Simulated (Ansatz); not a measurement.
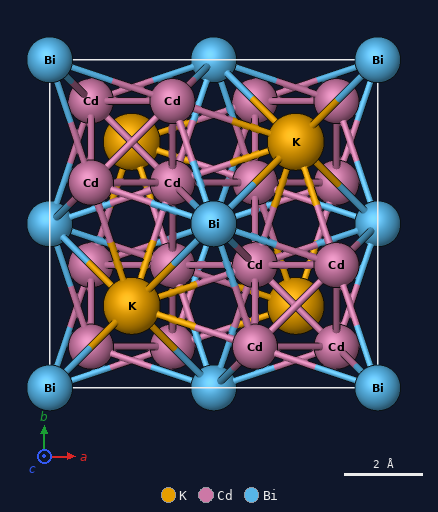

This is the input geometry for a relaxation of crystalline KCd$_{4}$Bi (built on the HoCdCu4 type). A ball-and-stick model of the conventional cell (4 times the calculation's cell), seen along the c axis. Lengths and directions refer to the drawn axes.

Case: HoCdCu4 type (F-43m, No. 216).

All numbers below come from DFT PBE, scalar-relativistic, plane waves, PAW (Ansatz).

Input
```yaml
crystal:
  lattice:
    - [0.0, 4.2362337997, 4.2362337997]
    - [4.2362337997, 0.0, 4.2362337997]
    - [4.2362337997, 4.2362337997, 0.0]
  atoms:
    - { symbol: K, position: [0.25, 0.25, 0.25] }
    - { symbol: Cd, position: [0.62577, 0.12269, 0.62577] }
    - { symbol: Cd, position: [0.62577, 0.62577, 0.12269] }
    - { symbol: Cd, position: [0.62577, 0.62577, 0.62577] }
    - { symbol: Cd, position: [0.12269, 0.62577, 0.62577] }
    - { symbol: Bi, position: [0.0, 0.0, 0.0] }
basis:
  ecutwfc: 420
kpoints:
  mp_grid: { grid: [8, 8, 8] }
hamiltonian:
  xc: pbe
scf:
  occupations: { method: gaussian, width: 0.1 }
output:
  forces: true
  stress: true
  eigenvalues: true
relax:
  adjacent_minimum: "off"
  f_tol: 0.01
  max_steps: 80
  cell: { stress_tol: 0.05 }
```

Run as
```bash
ansatz run input.yaml --threads 1 --pin off --max-ram 2560MiB --backend cpu --events-out ev --progress --plain --runs-dir out
```

> Where does the relaxation end?

The largest moves relative to the cell, 0.013 Å, are those of Cd2, Cd3, Cd4 and Cd5. Cd5 goes along [−1 −1 1]. K and Bi stay in place. Cell: a = b = c 8.472 → 8.745 Å (+3.2 %). Volume +10.0 %. Some distances before and after: K1–Bi6 3.669 → 3.787 Å, Cd2–Cd3 2.977 → 3.095 Å, Cd2–Bi6 3.511 → 3.626 Å, K1–Cd2 3.514 → 3.625 Å. The space group stays F-43m (No. 216). The energy falls by 0.167 eV per cell of the calculation in 2 accepted moves (3 points after the start). Largest force component: 0.096 eV/Å at the start, 0.00056 eV/Å at the end. Pressure: 3.80 GPa at the start and 0.02 GPa at the end. The SCF was repeated once at an unchanged geometry on a basis and grid sized afresh for the cell, which shifted the energy by 3.2 meV per cell of the calculation at most. The run took 94 s on 1 thread of Arm Neoverse V2, on a shared host, peak memory 0.55 GiB.

The structure at the end:

```
CELL_PARAMETERS angstrom
0.00000 4.37265 4.37265
4.37265 0.00000 4.37265
4.37265 4.37265 0.00000
ATOMIC_POSITIONS crystal
K 0.25000 0.25000 0.25000
Cd 0.62489 0.12533 0.62489
Cd 0.62489 0.62489 0.12533
Cd 0.62489 0.62489 0.62489
Cd 0.12533 0.62489 0.62489
Bi 0.00000 0.00000 0.00000
```

After the run, drawn alike:

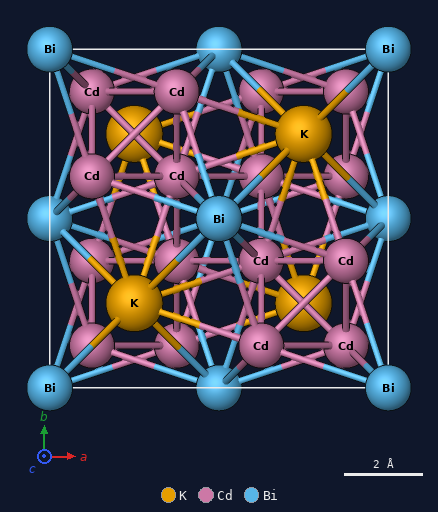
